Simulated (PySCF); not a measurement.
SMILES CC(=O)CCc1cccs1 (C8H10OS), GFN2-xTB optimised geometry. Atoms within 1.6 Å of the plane z = 0.0 Å (x, y, z in Å): C4 (-2.15, -1.95, -1.45), C5 (-1.55, -1.80, -0.05), C6 (-0.62, -0.63, 0.00), C7 (0.74, -0.63, 0.00), C8 (1.30, 0.67, 0.00), C9 (0.36, 1.64, -0.01), S10 (-1.24, 0.99, -0.01), H14 (-2.91, -2.74, -1.44), H16 (-2.36, -1.67, 0.67), H17 (-0.99, -2.70, 0.20), H18 (1.32, -1.54, -0.01), H19 (2.36, 0.86, 0.00), H20 (0.49, 2.70, -0.01).

Calculation: PBE0/def2-SVP run with PySCF 2.14.0. Cells within 0.4 Å of a nucleus heavier than hydrogen are left out (blank, or x).

Map of the log10 of the electron density (e/bohr³), floored at −4 on the plane z = 0.0 Å:

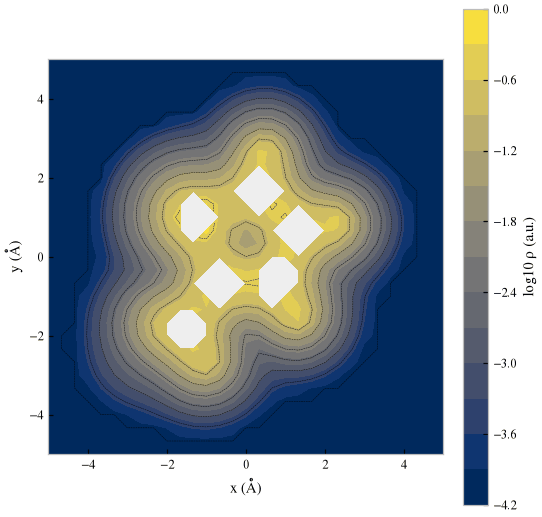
Log10 of the electron density (e/bohr³), floored at −4 on the plane z = 0.0 Å.
